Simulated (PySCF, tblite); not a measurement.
# C₅H₁₀N₂Si₂: infrared bands, NMR shifts and electronic excitations in gas and solvents, part 2 of 2

tblite 0.8.0 and PySCF 2.14.0. Atoms count from 0. The steps go on from the part before.

## (6) Ultraviolet spectrum: CAM-B3LYP/def2-SVPD

What the job is given:

```
{"job": {"kind": "uv", "xc": "CAM-B3LYP", "basis": "def2-SVPD", "ip": true, "dynamic": false}, "charge": 0, "multiplicity": 1}
N     -1.365428     1.846259    -1.177890
Si    -1.157198     0.888796     0.255226
Si    -2.736360    -0.843184     0.178553
C      0.574420     0.150518     0.208079
C      1.257112    -0.223737     1.371847
C      2.520478    -0.804169     1.263291
N      3.130787    -1.024068     0.101491
C      2.487157    -0.669174    -1.007732
C      1.219652    -0.087206    -1.012005
H     -0.760327     2.648336    -1.326459
H     -2.304300     2.049860    -1.502826
H     -1.286114     1.607243     1.569885
H     -2.494793    -1.701445    -1.022471
H     -4.131852    -0.303109     0.100651
H     -2.624862    -1.688084     1.408028
H      0.818442    -0.062284     2.361035
H      3.067667    -1.102753     2.165512
H      3.007698    -0.857649    -1.954439
H      0.737643     0.186590    -1.954527
```

With the program's defaults for keys left out, this is: TDDFT CAM-B3LYP/def2-SVPD, vertical, gas phase, core orbitals frozen in the response.

The log of the run:

```text
coarse grid: 17008 points
cycle   1  E = -884.3340418554  dE =  1.196e+00  |g| = 4.670e-01  |ddm| = 9.340e+00
cycle   2  E = -884.3405371608  dE = -6.495e-03  |g| = 4.925e-01  |ddm| = 4.418e+00
cycle   3  E = -884.3921727194  dE = -5.164e-02  |g| = 6.040e-02  |ddm| = 2.449e+00
cycle   4  E = -884.3928925350  dE = -7.198e-04  |g| = 3.254e-02  |ddm| = 3.330e-01
cycle   5  E = -884.3931425496  dE = -2.500e-04  |g| = 1.027e-02  |ddm| = 1.745e-01
cycle   6  E = -884.3931708733  dE = -2.832e-05  |g| = 2.948e-03  |ddm| = 6.947e-02
cycle   7  E = -884.3931731462  dE = -2.273e-06  |g| = 5.845e-04  |ddm| = 1.391e-02
final grid: 155600 points
cycle   8  E = -884.5187178787  dE = -3.065e-05  |g| = 3.355e-03  |ddm| = 1.169e-01
cycle   9  E = -884.5187182008  dE = -3.221e-07  |g| = 3.415e-03  |ddm| = 3.464e-02
cycle  10  E = -884.5187208216  dE = -2.621e-06  |g| = 3.630e-04  |ddm| = 1.228e-02
cycle  11  E = -884.5187208467  dE = -2.512e-08  |g| = 2.199e-04  |ddm| = 2.981e-03
cycle  12  E = -884.5187208578  dE = -1.116e-08  |g| = 5.516e-05  |ddm| = 9.751e-04
cycle  13  E = -884.5187208586  dE = -7.758e-10  |g| = 1.723e-05  |ddm| = 3.917e-04
converged SCF energy = -884.5187208586

Static polarisability (au): isotropic 128.110, principal 102.840 126.030 155.460

Singlet excitations
state   eV       nm        f      main configurations
  1   4.7635    260.3   0.00864   H->L 0.80, H-2->L 0.11
  2   5.2832    234.7   0.00034   H->L+1 0.82, H-2->L+1 0.10
  3   5.3747    230.7   0.04060   H-1->L 0.74, H-2->L+1 0.11
  4   5.8888    210.5   0.14683   H-2->L 0.73, H->L 0.10
  5   6.1933    200.2   0.01944   H-3->L 0.55, H-1->L+1 0.15, H-2->L+2 0.14
  6   6.5725    188.6   0.13469   H-3->L 0.26, H-4->L 0.17, H-1->L+1 0.16
  7   6.6348    186.9   0.20733   H-1->L+1 0.35, H-2->L+2 0.17, H-3->L+2 0.10
  8   6.8249    181.7   0.07611   H-2->L+1 0.48, H-1->L 0.12, H->L+1 0.09
  9   7.0937    174.8   0.19351   H-2->L+3 0.45, H->L+3 0.13
 10   7.1461    173.5   0.07438   H->L+2 0.28, H-3->L+2 0.25, H-3->L+1 0.10

Triplet excitations (Tamm-Dancoff, eV): 4.0986 4.1506 4.4127 4.8271
Vertical electron affinity (delta-SCF) = -0.3484 eV
```

It took 21 min on 1 thread of Arm Neoverse N1, shared host; peak memory 1.4 GiB.

Frontier orbitals and where they lie:

```tsv
orbital	eV	atoms
HOMO−3	-9.45	N0 43 %, Si1 10 %, C3 10 %
HOMO−2	-8.89	N0 19 %, Si1 15 %, N6 13 %
HOMO−1	-8.86	C4 21 %, C7 20 %, C5 20 %
HOMO	-8.71	N6 44 %, C5 9 %, C7 9 %
LUMO	-0.20	C3 21 %, N6 18 %, C8 11 %
LUMO+1	0.49	C7 17 %, C4 17 %, C5 16 %
LUMO+2	0.78	Si1 22 %, Si2 14 %, H10 11 %
```

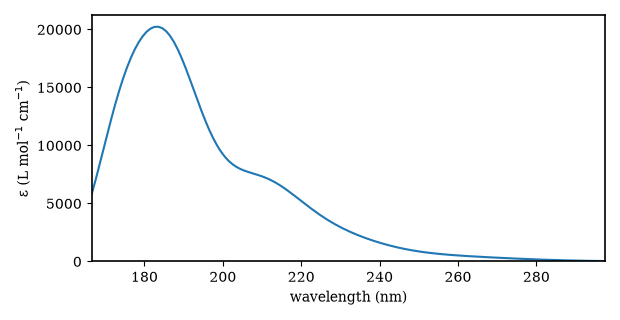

Absorption spectrum: each of the 10 states is a Gaussian band of 0.4 eV half-width at 1/e. Beyond the last state computed it falls off for lack of states.

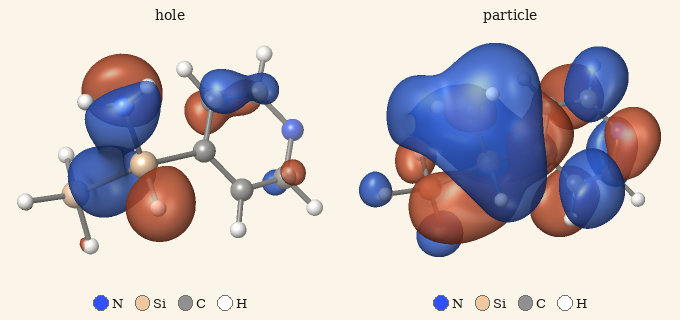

Leading natural transition orbitals of singlet state 7: the electron leaves the hole (left) for the particle orbital (right).

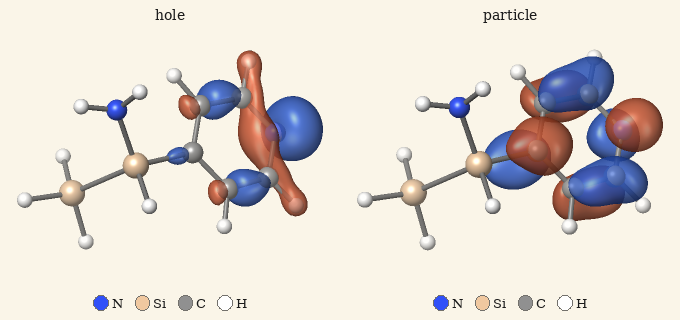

Leading natural transition orbitals of singlet state 1: the electron leaves the hole (left) for the particle orbital (right).

Ground-state properties from the same run:

```tsv
property	computed
dipole moment (D)	2.98
polarisability (Å³)	18.98
HOMO–LUMO gap (eV)	8.52
−ε(HOMO) (eV)	8.71
```

## (7) NMR shieldings: PBE0/pcSseg-1 in cyclohexane

Settings changed since step 6:

```diff
@@ -1,2 +1,2 @@
-{"job": {"kind": "uv", "xc": "CAM-B3LYP", "basis": "def2-SVPD", "ip": true, "dynamic": false}, "charge": 0, "multiplicity": 1}
+{"job": {"kind": "nmr", "xc": "PBE0", "basis": "pcSseg-1", "solvent": "cyclohexane", "pop": true}, "charge": 0, "multiplicity": 1}
 N     -1.365428     1.846259    -1.177890
```

With the program's defaults for keys left out, this is: GIAO PBE0/pcSseg-1 NMR shielding, non-relativistic, IEF-PCM cyclohexane.

The log of the run:

```text
coarse grid: 17008 points
cycle   1  E = -884.3002639181  dE =  1.080e+00  |g| = 4.725e-01  |ddm| = 4.142e+00
cycle   2  E = -884.2723776493  dE =  2.789e-02  |g| = 6.033e-01  |ddm| = 1.056e+00
cycle   3  E = -884.3520807690  dE = -7.970e-02  |g| = 6.108e-02  |ddm| = 6.178e-01
cycle   4  E = -884.3527758521  dE = -6.951e-04  |g| = 2.668e-02  |ddm| = 8.094e-02
cycle   5  E = -884.3529406924  dE = -1.648e-04  |g| = 8.562e-03  |ddm| = 3.288e-02
cycle   6  E = -884.3529554777  dE = -1.479e-05  |g| = 4.242e-03  |ddm| = 1.166e-02
cycle   7  E = -884.3529601657  dE = -4.688e-06  |g| = 4.386e-04  |ddm| = 4.376e-03
final grid: 155600 points
cycle   8  E = -884.3995895811  dE = -3.149e-05  |g| = 7.955e-03  |ddm| = 3.738e-02
cycle   9  E = -884.3995823017  dE =  7.279e-06  |g| = 9.998e-03  |ddm| = 1.731e-02
cycle  10  E = -884.3996043938  dE = -2.209e-05  |g| = 1.174e-03  |ddm| = 9.330e-03
cycle  11  E = -884.3996046956  dE = -3.019e-07  |g| = 3.643e-04  |ddm| = 1.373e-03
cycle  12  E = -884.3996047230  dE = -2.731e-08  |g| = 1.363e-04  |ddm| = 4.254e-04
cycle  13  E = -884.3996047273  dE = -4.355e-09  |g| = 3.670e-05  |ddm| = 1.522e-04
cycle  14  E = -884.3996047276  dE = -3.326e-10  |g| = 5.841e-06  |ddm| = 4.767e-05
converged SCF energy = -884.3996047276

GIAO shielding tensors (ppm)
atom      isotropic    diamagn.    paramagn.     s11        s22        s33       span
  0 N      257.362     317.504     -60.142    220.993    259.769    291.324     70.331
  1 Si     380.780     882.287    -501.507    341.500    364.657    436.182     94.682
  2 Si     454.790     880.861    -426.071    446.219    450.536    467.614     21.394
  3 C       33.104     262.237    -229.133    -61.854    -27.329    188.496    250.350
  4 C       50.238     256.163    -205.926    -70.353     48.179    172.887    243.241
  5 C       29.761     251.987    -222.226    -81.448     25.297    145.434    226.882
  6 N      -93.325     332.708    -426.033   -405.199   -176.309    301.532    706.731
  7 C       29.163     252.294    -223.131    -82.839     25.149    145.179    228.018
  8 C       49.749     256.317    -206.568    -73.080     43.884    178.444    251.524
  9 H       30.673      30.969      -0.296     23.319     26.685     42.015     18.696
 10 H       30.637      29.710       0.927     22.861     26.954     42.097     19.236
 11 H       25.719      30.413      -4.694     21.914     24.427     30.817      8.903
 12 H       27.893      29.686      -1.793     24.395     26.761     32.524      8.129
 13 H       27.697      28.679      -0.982     24.515     25.342     33.232      8.717
 14 H       27.902      29.368      -1.465     24.266     26.443     32.998      8.732
 15 H       23.769      33.341      -9.572     20.644     21.701     28.962      8.318
 16 H       22.528      28.321      -5.794     18.540     22.311     26.731      8.191
 17 H       22.435      28.841      -6.406     18.367     22.062     26.877      8.510
 18 H       23.258      34.072     -10.814     19.535     20.807     29.433      9.898
```

Run time: 75 s. Hardware: 1 thread of Arm Neoverse N1, shared host; peak memory 1.2 GiB.

Key values: δ C5 155.4, C3 151.7, C4 134.8, N6 360.2, H16 8.78, H15 7.74 ppm (means over like atoms).

## (8) NMR shieldings: PBE0/pcSseg-1 in methanol

Settings changed since step 7:

```diff
@@ -1,2 +1,2 @@
-{"job": {"kind": "nmr", "xc": "PBE0", "basis": "pcSseg-1", "solvent": "cyclohexane", "pop": true}, "charge": 0, "multiplicity": 1}
+{"job": {"kind": "nmr", "xc": "PBE0", "basis": "pcSseg-1", "solvent": "methanol", "pop": false}, "charge": 0, "multiplicity": 1}
 N     -1.365428     1.846259    -1.177890
```

Method: GIAO PBE0/pcSseg-1 NMR shielding, non-relativistic, IEF-PCM methanol.

The log of the run:

```text
coarse grid: 17008 points
cycle   1  E = -884.3087462016  dE =  1.072e+00  |g| = 4.649e-01  |ddm| = 4.140e+00
cycle   2  E = -884.2840817254  dE =  2.466e-02  |g| = 5.855e-01  |ddm| = 1.030e+00
cycle   3  E = -884.3587068072  dE = -7.463e-02  |g| = 5.810e-02  |ddm| = 5.823e-01
cycle   4  E = -884.3593486586  dE = -6.419e-04  |g| = 2.310e-02  |ddm| = 7.183e-02
cycle   5  E = -884.3594756434  dE = -1.270e-04  |g| = 6.364e-03  |ddm| = 2.715e-02
cycle   6  E = -884.3594831820  dE = -7.539e-06  |g| = 3.337e-03  |ddm| = 8.603e-03
cycle   7  E = -884.3594860317  dE = -2.850e-06  |g| = 3.866e-04  |ddm| = 3.266e-03
final grid: 155600 points
cycle   8  E = -884.4060676648  dE = -3.213e-05  |g| = 7.838e-03  |ddm| = 3.752e-02
cycle   9  E = -884.4060616596  dE =  6.005e-06  |g| = 9.659e-03  |ddm| = 1.648e-02
cycle  10  E = -884.4060820084  dE = -2.035e-05  |g| = 1.107e-03  |ddm| = 8.664e-03
cycle  11  E = -884.4060822798  dE = -2.714e-07  |g| = 2.940e-04  |ddm| = 1.195e-03
cycle  12  E = -884.4060822966  dE = -1.680e-08  |g| = 1.171e-04  |ddm| = 3.229e-04
cycle  13  E = -884.4060822997  dE = -3.098e-09  |g| = 3.744e-05  |ddm| = 1.304e-04
cycle  14  E = -884.4060823001  dE = -3.458e-10  |g| = 4.858e-06  |ddm| = 4.548e-05
converged SCF energy = -884.4060823001

GIAO shielding tensors (ppm)
atom      isotropic    diamagn.    paramagn.     s11        s22        s33       span
  0 N      258.319     318.036     -59.717    222.293    261.300    291.364     69.071
  1 Si     380.790     882.198    -501.408    341.463    364.620    436.285     94.822
  2 Si     454.277     880.849    -426.573    446.388    449.011    467.431     21.043
  3 C       30.784     262.334    -231.550    -64.119    -32.705    189.175    253.293
  4 C       49.117     255.592    -206.475    -71.789     44.991    174.148    245.938
  5 C       29.903     252.179    -222.276    -80.463     23.719    146.452    226.915
  6 N      -81.730     334.639    -416.368   -375.116   -172.013    301.940    677.056
  7 C       29.463     252.374    -222.911    -81.533     23.760    146.162    227.695
  8 C       48.879     255.962    -207.084    -74.375     41.975    179.037    253.412
  9 H       30.372      30.688      -0.316     23.000     26.180     41.935     18.935
 10 H       30.301      29.357       0.943     22.490     26.423     41.989     19.499
 11 H       25.730      30.391      -4.660     21.910     24.422     30.859      8.949
 12 H       27.971      29.789      -1.818     24.512     26.846     32.555      8.043
 13 H       27.655      28.655      -1.000     24.477     25.298     33.190      8.713
 14 H       27.936      29.436      -1.500     24.322     26.473     33.013      8.691
 15 H       23.519      33.028      -9.509     20.332     21.527     28.698      8.366
 16 H       22.507      28.336      -5.828     18.431     22.527     26.564      8.133
 17 H       22.425      28.856      -6.431     18.257     22.287     26.730      8.473
 18 H       23.119      33.899     -10.780     19.371     20.680     29.306      9.935
```

Wall time 70 s (1 thread of Arm Neoverse N1, shared host); peak memory 1.2 GiB.

This run: δ C5 155.8, C3 154.7, C4 136.5, N6 350.2, H16 8.77, H15 7.92 ppm (means over like atoms).

## (9) Excited states and response: CAM-B3LYP/def2-SVPD in cyclohexane

Settings changed since step 8:

```diff
@@ -1,2 +1,2 @@
-{"job": {"kind": "nmr", "xc": "PBE0", "basis": "pcSseg-1", "solvent": "methanol", "pop": false}, "charge": 0, "multiplicity": 1}
+{"job": {"kind": "uv", "xc": "CAM-B3LYP", "basis": "def2-SVPD", "solvent": "cyclohexane", "nstates": 6, "ntriplets": 0}, "charge": 0, "multiplicity": 1}
 N     -1.365428     1.846259    -1.177890
```

With the program's defaults for keys left out, this is: TDDFT CAM-B3LYP/def2-SVPD, vertical, IEF-PCM cyclohexane (non-equilibrium linear response), core orbitals frozen in the response.

The log of the run:

```text
coarse grid: 17008 points
cycle   1  E = -884.3398896222  dE =  1.190e+00  |g| = 4.603e-01  |ddm| = 9.364e+00
cycle   2  E = -884.3474765394  dE = -7.587e-03  |g| = 4.796e-01  |ddm| = 4.413e+00
cycle   3  E = -884.3962949054  dE = -4.882e-02  |g| = 5.658e-02  |ddm| = 2.297e+00
cycle   4  E = -884.3969790560  dE = -6.842e-04  |g| = 2.790e-02  |ddm| = 3.349e-01
cycle   5  E = -884.3971636786  dE = -1.846e-04  |g| = 9.246e-03  |ddm| = 1.367e-01
cycle   6  E = -884.3971863445  dE = -2.267e-05  |g| = 2.672e-03  |ddm| = 7.226e-02
cycle   7  E = -884.3971882009  dE = -1.856e-06  |g| = 5.407e-04  |ddm| = 1.322e-02
final grid: 155600 points
cycle   8  E = -884.5227077816  dE = -3.085e-05  |g| = 3.315e-03  |ddm| = 1.148e-01
cycle   9  E = -884.5227081654  dE = -3.838e-07  |g| = 3.348e-03  |ddm| = 3.578e-02
cycle  10  E = -884.5227106470  dE = -2.482e-06  |g| = 3.697e-04  |ddm| = 1.316e-02
cycle  11  E = -884.5227106744  dE = -2.744e-08  |g| = 2.104e-04  |ddm| = 3.052e-03
cycle  12  E = -884.5227106849  dE = -1.044e-08  |g| = 5.069e-05  |ddm| = 9.040e-04
cycle  13  E = -884.5227106855  dE = -6.535e-10  |g| = 1.641e-05  |ddm| = 3.870e-04
converged SCF energy = -884.5227106855

Static polarisability (au): isotropic 145.489, principal 115.760 145.476 175.229

Singlet excitations
state   eV       nm        f      main configurations
  1   4.8286    256.8   0.01240   H-2->L 0.48, H->L 0.43
  2   5.3411    232.1   0.05884   H-1->L 0.70, H->L+1 0.17
  3   5.3719    230.8   0.00646   H-2->L+1 0.53, H->L+1 0.30
  4   5.8221    213.0   0.21648   H->L 0.47, H-2->L 0.40
  5   6.1596    201.3   0.03115   H-3->L 0.61, H-1->L+1 0.14
  6   6.5069    190.5   0.42550   H-1->L+1 0.48, H-3->L 0.18, H-4->L 0.16
```

It took 2.2 min on 1 thread of Arm Neoverse N1, shared host; peak memory 1.4 GiB.

In short: HOMO -8.73 eV, LUMO -0.17 eV; lowest singlet 4.83 eV.

## (10) Side by side: NMR shifts

Shifts (ppm) of some atoms, chosen among heavy atoms and hydrogens apart, means over like atoms, with basis size and wall time:

```tsv
run	C5	C3	C4	H15	H9	N6	N0	functions	time
PBE0/pcSseg-1	155.1	149.8	133.8	7.63	0.39	366.6	9.0	217	90 s
PBE0/pcSseg-1 in cyclohexane	155.4	151.7	134.8	7.74	0.60	360.2	9.5	217	75 s
PBE0/pcSseg-1 in methanol	155.8	154.7	136.5	7.92	0.90	350.2	10.2	217	70 s
```

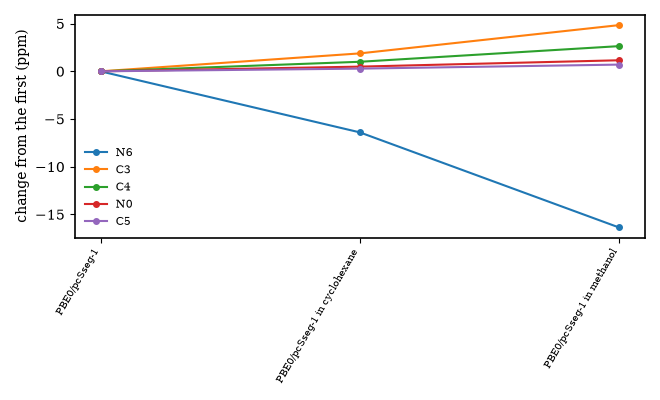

How five of the tabulated atoms move from run to run.

The continuum's effect on the ground state:

```tsv
solvent	ε	polarisation energy (Eh)	μ (D)
cyclohexane	2.02	-0.0044	3.43
methanol	32.61	-0.0123	4.08
```

## (11) Side by side: electronic excitations

Excitations and ground-state properties, with basis size and wall time:

```tsv
run	lowest singlet (eV)	brightest (eV)	f	gap (eV)	α (Å³)	μ (D)	functions	time
CAM-B3LYP/def2-SVPD	4.76	6.63	0.207	8.52	18.98	2.98	268	21 min
CAM-B3LYP/def2-SVPD in cyclohexane	4.83	6.51	0.425	8.56	21.56	3.41	268	2.2 min
```

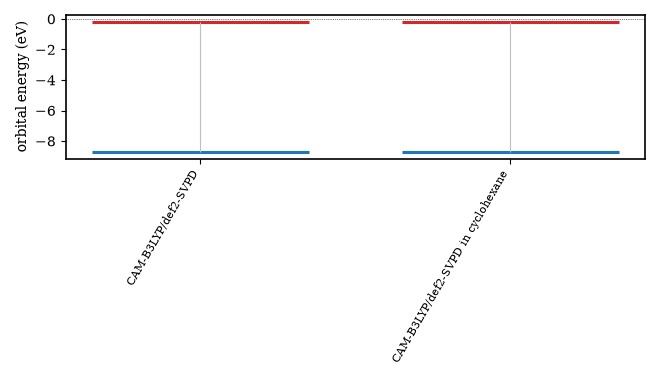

HOMO (blue) and LUMO (red) run by run.

## (12) Outcome

The summary covers parts 1 to 2.

| quantity | value |
| --- | --- |
| strongest single infrared mode (GFN2-xTB) | 787 cm⁻¹, 606 km/mol |
| zero-point energy (GFN2-xTB) | 83.8 kcal/mol |
| point group | C1 |
| rotational constants (main isotopes) | 2.13, 0.67, 0.61 GHz |
| ¹³C shifts against TMS (PBE0/pcSseg-1, means over atoms taken as alike) | 155.1, 149.8, 133.8 ppm |
| ¹H shifts against TMS (PBE0/pcSseg-1, means over atoms taken as alike) | 8.78, 7.63, 5.56, 3.45, 0.39 ppm |
| ¹⁵N shifts against NH3 (PBE0/pcSseg-1) | 366.6, 9.0 ppm |
| ²⁹Si shifts against TMS (PBE0/pcSseg-1) | -28.7, -103.1 ppm |
| surface potential, least and greatest | -1.68 V and 1.71 V |
| lowest singlet (CAM-B3LYP/def2-SVPD) | 4.76 eV (260 nm), f = 0.009 |
| brightest single state of those computed | state 7, 6.63 eV, f = 0.207 |
| lowest triplet | 4.10 eV |
| vertical electron affinity (ΔSCF) | -0.35 eV (unbound: the value hangs on the basis) |
| range of the shift of N6 | 350.2 to 366.6 ppm |
| range of the lowest singlet | 4.76 to 4.83 eV |

**Reading.** The optimisation took 86 steps and gained 0.292 eV; among the close pairs (by a distance rule), N0–Si1 changed most, from 1.697 to 1.728 Å (GFN2-xTB). The lowest mode is slightly imaginary (10i cm⁻¹), a soft motion within the noise of the Hessian, so the minimum is not strictly shown. The strongest single mode, at 787 cm⁻¹, is carried by H12, H14, H13, H9. Unscaled tight-binding wavenumbers are off by several per cent, some by more. Its intensities can rank the bands wrongly. At PBE0/pcSseg-1: Shielding is most anisotropic at N6 (span 726 ppm, paramagnetic term -432 ppm). NICS(1)zz of -28 ppm above the planar ring from C3 marks a diatropic (aromatic) ring current. By nearest atom (PBE0/pcSseg-1), the HOMO sits on N6 57 % and the LUMO on C3 24 %; N6 20 %. The first singlet state (HOMO→LUMO 0.80, HOMO−2→LUMO 0.11) lies at 4.76 eV and is weak; of the 10 states computed, the strongest absorption comes from state 7 at 6.63 eV. The lowest triplet lies 0.66 eV below the lowest singlet (triplets in Tamm-Dancoff, singlets in full TDDFT). The lowest singlet runs from 4.76 eV (CAM-B3LYP/def2-SVPD) to 4.83 eV (CAM-B3LYP/def2-SVPD in cyclohexane), while the orbital gap spans 8.52 to 8.56 eV. The lowest state need not be the same one in every run. The runs solved for a few states only, so the brightest column depends on that window.
